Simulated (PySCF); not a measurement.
# CISD/STO-3G run of AsH3 (SMILES [AsH3])

What is the energy change on altering one bond length of AsH3 at CISD/STO-3G? The job is set up through a Python script.

The results are computed with PySCF 2.14.0.

10 further runs of the same task are left out: 1 that didn't finish, 9 set aside as unsound or not needed.

### Step 1. The molecule

The species is AsH3 (4 atoms), meant as a singlet with charge 0. As SMILES, `[AsH3]`. The shape is that of a PBE0-D4/def2-TZVP optimisation.

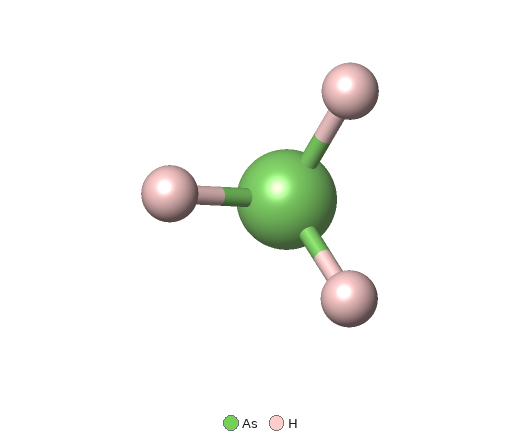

Viewed from a chosen angle; arsenic green, hydrogen pink.

### Step 2. A single-point energy at CISD/STO-3G

The input, calc.py:

```python
from pyscf import gto, ci

molecule = gto.Mole()
molecule.atom = '''
As  -0.215800   0.487600  -0.346000
H    0.349900   0.630300   1.059400
H   -1.068000  -0.705500   0.061100
H    0.933900  -0.412500  -0.774500
'''
molecule.charge = 0
molecule.verbose = 3
molecule.basis = 'sto-3g'
molecule.max_memory = 1860
molecule.build()

hf = molecule.RHF()
hf.conv_tol = 1e-10
hf.kernel()
if not hf.converged:
    hf = hf.newton().run(hf.mo_coeff, hf.mo_occ)

cisd = ci.CISD(hf, frozen=9)
cisd.kernel()
etot = cisd.e_tot
print('E = %.10f Eh' % etot)
```

On the command line:

```sh
$ OMP_NUM_THREADS=1 python calc.py
```

Log:

```text
converged SCF energy = -2211.00798932087
E(RCISD) = -2211.066522885443  E_corr = -0.0585335645773014
E = -2211.0665228854 Eh
```

It took 0.6 s on 1 thread of Arm Neoverse V2, shared host; peak memory 0.12 GiB.

### Step 3. The distorted shape, same level

The input, calc.py:

```python
from pyscf import gto, ci

mol = gto.M(
    atom='As -0.790676 0.937670 -0.131740; H -0.224976 1.080370 1.273660; H -1.642876 -0.255430 0.275360; H 0.933900 -0.412500 -0.774500',
    verbose=3,
    basis='sto-3g',
    max_memory=1860,
    spin=0,
    charge=0,
)

myscf = mol.RHF()
myscf.conv_tol = 1e-10
myscf.kernel()
if not myscf.converged:
    myscf = myscf.newton().run(myscf.mo_coeff, myscf.mo_occ)

cisd = ci.CISD(myscf, frozen=9)
cisd.kernel()
e_final = cisd.e_tot
print('E(%s) = %.9f' % ('CISD', e_final))
```

On the command line:

```sh
$ OMP_NUM_THREADS=1 python calc.py
```

Log:

```text
converged SCF energy = -2210.86107473587
E(RCISD) = -2210.96473233274  E_corr = -0.1036575968719016
E(CISD) = -2210.964732333
```

It took 0.63 s on 1 thread of Arm Neoverse V2, shared host; peak memory 0.11 GiB.

### Step 4. Summary of results

Level: CISD/STO-3G, 9 core orbitals frozen.

| quantity | value |
| --- | --- |
| first shape: total energy | -2211.06652 Eh |
| first shape: dipole moment (Hartree–Fock density) | 0.84 D |
| first shape: HOMO energy (Hartree–Fock orbitals) | -7.91 eV |
| first shape: LUMO energy (Hartree–Fock orbitals) | 11.10 eV |
| first shape: HOMO–LUMO gap (Hartree–Fock orbitals) | 19.01 eV |
| first shape: correlation energy (9 core orbitals frozen) | -58.5 mEh |
| distorted shape: total energy | -2210.96473 Eh |
| distorted shape: dipole moment (Hartree–Fock density) | 0.89 D |
| distorted shape: HOMO energy (Hartree–Fock orbitals) | -7.07 eV |
| distorted shape: LUMO energy (Hartree–Fock orbitals) | 4.97 eV |
| distorted shape: HOMO–LUMO gap (Hartree–Fock orbitals) | 12.03 eV |
| distorted shape: correlation energy (9 core orbitals frozen) | -103.7 mEh |
| energy change with the As1–H4 bond stretched from 1.522 to 2.283 Å | 2.770 eV |

In words: With the As1–H4 bond stretched from 1.522 to 2.283 Å the energy rises by 2.77 eV (267 kJ/mol). The first shape isn't relaxed at this level, so the change isn't measured from a minimum. The minimal basis adds a large error of its own. Mulliken charges (first shape) of the mean-field density run from -0.10 on H2 to +0.30 on As1; they depend strongly on the basis.
